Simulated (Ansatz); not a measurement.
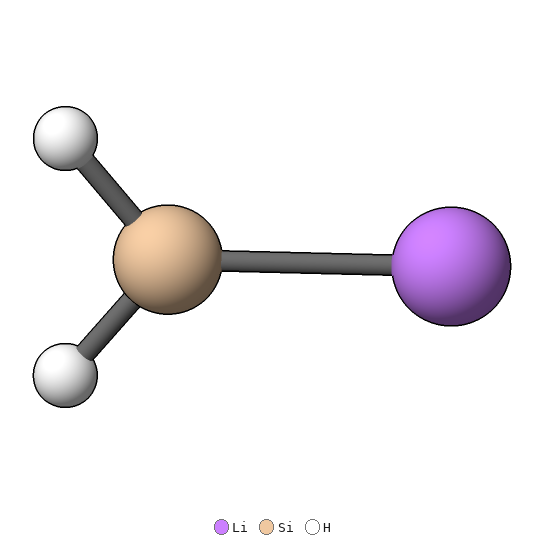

Ball-and-stick drawing of a structure. Every bond is drawn as one stick, whatever its order.

Charge +1, singlet. The computed structure is the end point of a PBE0-D4/def2-TZVP optimisation. No frequency run is at hand to confirm it as a minimum.

What does the picture show?

Formula H₂LiSi⁺. Its SMILES string is `[Li][SiH2+]`. Among its groups: Si–H bond. The point group is C2v. All atoms lie on one plane. Coordination: 1 Si trigonal planar.
